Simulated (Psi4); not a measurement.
# doublet CH3Al+ at 6 levels

We compute a comparison of 6 runs (U-wB97X/cc-pVTZ, UB3LYP/cc-pVTZ, UM06-2X/cc-pVTZ, UM06-L/cc-pVTZ, UPBE0/cc-pVTZ, UTPSS/cc-pVTZ) of doublet CH3Al+. 

Program for the calculation: Psi4 1.11.

2 further runs of the same task are left out: 2 that didn't finish.

### Step 1. The structure to begin with

CH3Al+: 5 atoms, total charge +1, spin state doublet. As SMILES of the parent species, `C[Al]`. The shape is that of a PBE0-D4/def2-TZVP optimisation. That shape belongs to the parent species and isn't relaxed for this state.

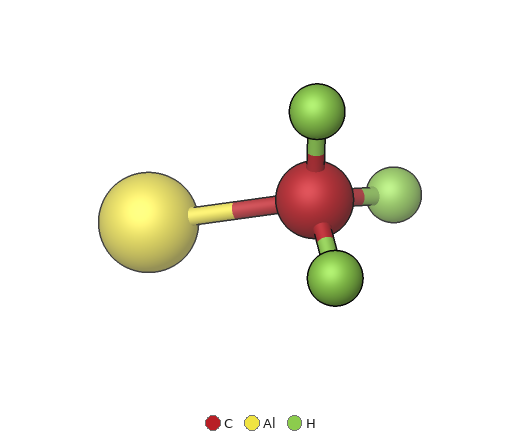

Viewed from a chosen angle; carbon red, aluminium yellow, hydrogen green.

### Step 2. Energy and gradient at U-wB97X/cc-pVTZ (run 1)

job.json

```json
{
 "schema_name": "qcschema_input",
 "schema_version": 1,
 "molecule": {
  "schema_name": "qcschema_molecule",
  "schema_version": 2,
  "symbols": ["C", "Al", "H", "H", "H"],
  "geometry": [-0.24796986, -0.10867815, 0.10204521, 2.97195338, 1.30247483, -1.22308744, -0.43603541, -2.13059062, -0.32459826, -0.38758283, 0.09427844, 2.16235691, -1.90036528, 0.8425155, -0.71671643],
  "molecular_charge": 1,
  "molecular_multiplicity": 2,
  "fix_symmetry": "c1"
 },
 "driver": "gradient",
 "model": {
  "method": "wb97x",
  "basis": "cc-pVTZ"
 },
 "keywords": {
  "reference": "uks",
  "puream": true,
  "e_convergence": 1e-09,
  "d_convergence": 1e-08,
  "scf_type": "pk",
  "dft_radial_points": 99,
  "dft_spherical_points": 590,
  "maxiter": 100,
  "scf_properties": ["WIBERG_LOWDIN_INDICES", "MULLIKEN_CHARGES", "LOWDIN_CHARGES"]
 }
}
```

Launch:

```bash
$ psi4 --qcschema job.json -n 1 --memory 2200MB
```

stdout:

```text
[...]
  Running in c1 symmetry.
[...]
  Nuclear repulsion =   38.261471716125293
[...]
  Multiplicity = 2
[...]
  Nalpha       = 11
  Nbeta        = 10
[...]
    Number of basis functions: 106
[...]
   @UKS iter   1:  -281.83485301452032   -2.71147e-01   5.26765e-03 ADIIS/DIIS
[...]
   @UKS iter  12:  -282.02144327559785   -2.04636e-11   5.28345e-09 DIIS
[...]
   @S^2 Observed:                7.590982366E-01
[...]
  @UKS Final Energy:  -282.02144327559785
   => Energetics <=
    Nuclear Repulsion Energy =             38.2614717161252926
    One-Electron Energy =                -460.0998635299262105
    Two-Electron Energy =                 158.0930168224271597
    DFT Exchange-Correlation Energy =     -18.2760682842240954
    Empirical Dispersion Energy =           0.0000000000000000
    VV10 Nonlocal Energy =                  0.0000000000000000
    Total Energy =                       -282.0214432755978464
[...]
 Multipole Moments:
 ------------------------------------------------------------------------------------
     Multipole            Electronic (a.u.)      Nuclear  (a.u.)        Total (a.u.)
 ------------------------------------------------------------------------------------
 L = 1.  Multiply by 2.5417464519 to convert [e a0] to [Debye]
 Dipole X            :          5.0840715           -4.5782441            0.5058274
 Dipole Y            :          2.2281158           -2.0064375            0.2216783
 Dipole Z            :         -2.0923168            1.8841495           -0.2081674
 Magnitude           :                                                    0.5902002
[...]
  -Total Gradient:
     Atom            X                  Y                   Z
    ------   -----------------  -----------------  -----------------
       1        0.016117248601     0.007058339421    -0.006631975065
       2        0.006714953673     0.002943016710    -0.002763442286
       3       -0.007614236879    -0.003420735498     0.003122301561
       4       -0.007618605528    -0.003326923011     0.003217854838
       5       -0.007683589187    -0.003304353175     0.003098065995
[...]
```

The result, in JSON:

```text
{
 "driver": "gradient",
 "model": {
  "method": "wb97x",
  "basis": "cc-pVTZ"
 },
 "success": true,
 "return_result": [0.01611724860086812, 0.0070583394212328995, -0.006631975064868328, 0.006714953673473009, 0.002943016709997852, -0.0027634422860754806, -0.007614236879123607, -0.003420735498343236, 0.003122301560918958, -0.007618605527841275, -0.0033269230112622818, 0.0032178548382183203, -0.007683589186952583, -0.0033043531747379423, 0.003098065994842296],
 "properties": {
  "calcinfo_nbasis": 106,
  "calcinfo_nmo": 106,
  "calcinfo_nalpha": 11,
  "calcinfo_nbeta": 10,
  "calcinfo_natom": 5,
  "nuclear_repulsion_energy": 38.26147171612529,
  "return_energy": -282.02144327559785,
  "return_gradient": [0.01611724860086812, 0.0070583394212328995, -0.006631975064868328, 0.006714953673473009, 0.002943016709997852, -0.0027634422860754806, -0.007614236879123607, -0.003420735498343236, 0.003122301560918958, -0.007618605527841275, -0.0033269230112622818, 0.0032178548382183203, -0.007683589186952583, -0.0033043531747379423, 0.003098065994842296],
  "scf_one_electron_energy": -460.0998635299262,
  "scf_two_electron_energy": 158.09301682242716,
  "scf_xc_energy": -18.276068284224095,
  "scf_dipole_moment": [0.5058273641929789, 0.22167832932043163, -0.2081673779178541],
  "scf_total_energy": -282.02144327559785,
  "scf_total_gradient": [0.01611724860086812, 0.0070583394212328995, -0.006631975064868328, 0.006714953673473009, 0.002943016709997852, -0.0027634422860754806, -0.007614236879123607, -0.003420735498343236, 0.003122301560918958, -0.007618605527841275, -0.0033269230112622818, 0.0032178548382183203, -0.007683589186952583, -0.0033043531747379423, 0.003098065994842296],
  "scf_iterations": 12
 }
}
```

It took 76 s on 1 thread of Intel Xeon Platinum 8259CL at 2.50GHz (Skylake/Cascade Lake), shared host; peak memory 1.2 GiB.

### Step 3. Energy and forces at UB3LYP/cc-pVTZ (run 2)

ch3al.py

```python
import psi4

psi4.set_memory('2200 MB')
psi4.set_num_threads(1)
psi4.set_output_file('output.dat', False)

geom = psi4.geometry("""
1 2
C     -0.24796986    -0.10867815     0.10204521
Al     2.97195338     1.30247483    -1.22308744
H     -0.43603541    -2.13059062    -0.32459826
H     -0.38758283     0.09427844     2.16235691
H     -1.90036528     0.84251550    -0.71671643
units bohr
symmetry c1
no_reorient
no_com
""")

options = {'basis': 'cc-pVTZ', 'reference': 'uks', 'puream': True, 'e_convergence': 1e-09, 'd_convergence': 1e-08, 'scf_type': 'pk', 'dft_radial_points': 99, 'dft_spherical_points': 590, 'maxiter': 100}
psi4.set_options(options)

e, wfn = psi4.gradient('b3lyp', return_wfn=True)
psi4.oeprop(wfn, 'MAYER_INDICES', 'MULLIKEN_CHARGES', 'QUADRUPOLE', title='B3LYP')
print('gradient / Eh bohr^-1')
print(e.np.round(6))
print(f'energy = {wfn.energy():.10f} Eh')
```

Launch:

```bash
$ python ch3al.py
```

output.dat:

```text
[...]
  Running in c1 symmetry.
[...]
  Nuclear repulsion =   38.261471716125293
[...]
  Multiplicity = 2
[...]
  Nalpha       = 11
  Nbeta        = 10
[...]
    Number of basis functions: 106
[...]
   @UKS iter   1:  -281.71856331890524    4.25702e-02   7.66643e-03 DIIS/ADIIS
[...]
   @UKS iter  12:  -282.07080414379504   -3.63798e-12   4.84359e-09 DIIS
[...]
   @S^2 Observed:                7.565079307E-01
[...]
  @UKS Final Energy:  -282.07080414379504
   => Energetics <=
    Nuclear Repulsion Energy =             38.2614717161252926
    One-Electron Energy =                -460.1286018446901380
    Two-Electron Energy =                 159.8967926629737235
    DFT Exchange-Correlation Energy =     -20.1004666782039223
    Empirical Dispersion Energy =           0.0000000000000000
    VV10 Nonlocal Energy =                  0.0000000000000000
    Total Energy =                       -282.0708041437950442
[...]
  -Total Gradient:
     Atom            X                  Y                   Z
    ------   -----------------  -----------------  -----------------
       1        0.019113425802     0.008374551162    -0.007868154834
       2        0.003662990148     0.001605516966    -0.001507419984
       3       -0.007758404740    -0.002715158554     0.003371328206
       4       -0.007775286553    -0.003500864804     0.002495896997
       5       -0.007242636284    -0.003763969246     0.003508303733
[...]
 Multipole Moments:
 ------------------------------------------------------------------------------------
     Multipole            Electronic (a.u.)      Nuclear  (a.u.)        Total (a.u.)
 ------------------------------------------------------------------------------------
 L = 1.  Multiply by 2.5417464519 to convert [e a0] to [Debye]
 Dipole X            :        -32.1390184           34.4235913            2.2845729
 Dipole Y            :        -14.0850795           15.0863072            1.0012277
 Dipole Z            :         13.2266240          -14.1668232           -0.9401993
 Magnitude           :                                                    2.6656528
 L = 2.  Multiply by 1.3450342976 to convert [e a0^2] to [Debye ang]
 Quadrupole XX       :       -122.6699295          119.1432594           -3.5266701
 Quadrupole XY       :        -46.7212095           49.7747066            3.0534972
[...]
```

Standard output:

```text
gradient / Eh bohr^-1
[[ 0.019113  0.008375 -0.007868]
 [ 0.003663  0.001606 -0.001507]
 [-0.007758 -0.002715  0.003371]
 [-0.007775 -0.003501  0.002496]
 [-0.007243 -0.003764  0.003508]]
energy = -282.0708041438 Eh
```

Wall time 56 s (1 thread of Intel Xeon Platinum 8259CL at 2.50GHz (Skylake/Cascade Lake), shared host); peak memory 1.1 GiB.

Runs 3 to 5 aren't shown in full; the table further down has their settings and results.

### Step 4. Energy and forces at UTPSS/cc-pVTZ (run 6)

calc.inp

```
memory 2200 mb

molecule mol {
  1 2
  C
  Al 1 1.988132
  H 1 1.09803 2 111.78686
  H 1 1.098035 3 107.05989 2 -122.7344
  H 1 1.098033 3 107.06034 4 -114.53073
  symmetry c1
  no_reorient
  no_com
}

set basis cc-pVTZ
set reference uks
set puream true
set e_convergence 1e-09
set d_convergence 1e-08
set scf_type pk
set dft_radial_points 99
set dft_spherical_points 590
set maxiter 100

energy_value, wavefunction = gradient('tpss', return_wfn=True)
```

Launch:

```bash
$ psi4 -i calc.inp -o calc.out -n 1
```

calc.out:

```text
[...]
  Running in c1 symmetry.
[...]
  Nuclear repulsion =   38.261471409279508
[...]
  Multiplicity = 2
[...]
  Nalpha       = 11
  Nbeta        = 10
[...]
    Number of basis functions: 106
[...]
   @UKS iter   1:  -281.65982118604006    1.37076e-01   8.29374e-03 DIIS/ADIIS
[...]
   @UKS iter  12:  -282.07355704626468   -2.10889e-11   4.61327e-09 DIIS
[...]
   @S^2 Observed:                7.554796127E-01
[...]
  @UKS Final Energy:  -282.07355704626468
   => Energetics <=
    Nuclear Repulsion Energy =             38.2614714092795083
    One-Electron Energy =                -460.0899903669186983
    Two-Electron Energy =                 164.6873423934878247
    DFT Exchange-Correlation Energy =     -24.9323804821133095
    Empirical Dispersion Energy =           0.0000000000000000
    VV10 Nonlocal Energy =                  0.0000000000000000
    Total Energy =                       -282.0735570462646820
[...]
 Multipole Moments:
 ------------------------------------------------------------------------------------
     Multipole            Electronic (a.u.)      Nuclear  (a.u.)        Total (a.u.)
 ------------------------------------------------------------------------------------
 L = 1.  Multiply by 2.5417464519 to convert [e a0] to [Debye]
 Dipole X            :         -0.0000062            0.0000075            0.0000013
 Dipole Y            :          0.0000095           -0.0000115           -0.0000019
 Dipole Z            :          5.9248707           -5.3419220            0.5829487
 Magnitude           :                                                    0.5829487
[...]
  -Total Gradient:
     Atom            X                  Y                   Z
    ------   -----------------  -----------------  -----------------
       1       -0.000001210148     0.000002249799     0.016601679564
       2       -0.000000009682    -0.000000177961     0.005684818890
       3        0.000000451338    -0.003153813409    -0.007428885120
       4       -0.002728624092     0.001575811817    -0.007429716204
       5        0.002729539396     0.001575975183    -0.007429083452
[...]
```

It took 1.9 min on 1 thread of Intel Xeon Platinum 8259CL at 2.50GHz (Skylake/Cascade Lake), shared host; peak memory 1.2 GiB.

### Step 5. The series

| run | level | energy (Eh) | HOMO energy (eV) | LUMO energy (eV) | ⟨S²⟩ | wall time |
| --- | --- | --- | --- | --- | --- | --- |
| 1 | U-wB97X/cc-pVTZ | -282.021443 | -15.37 | -8.22 | 0.759 | 76 s |
| 2 | UB3LYP/cc-pVTZ | -282.070804 | -12.95 | -10.13 | 0.757 | 56 s |
| 3 | UM06-2X/cc-pVTZ | -282.005804 | -14.11 | -9.26 | 0.758 | 92 s |
| 4 | UM06-L/cc-pVTZ | -282.029381 | -12.16 | -10.74 | 0.755 | 96 s |
| 5 | UPBE0/cc-pVTZ | -281.879039 | -13.20 | -9.73 | 0.758 | 54 s |
| 6 | UTPSS/cc-pVTZ | -282.073557 | -12.27 | -10.53 | 0.755 | 1.9 min |

### Step 6. Summary of results

```
                                 quantity          value
                      run 6: total energy  -282.07356 Eh
run 6: HOMO energy (highest over α and β)      -12.27 eV
 run 6: LUMO energy (lowest over α and β)      -10.53 eV
                              run 6: ⟨S²⟩          0.755
          run 6: largest force on an atom     0.854 eV/Å
```

**Reading.** Totals of different functionals can't be ranked against each other. All runs together took 8.1 min, the longest 1.9 min.
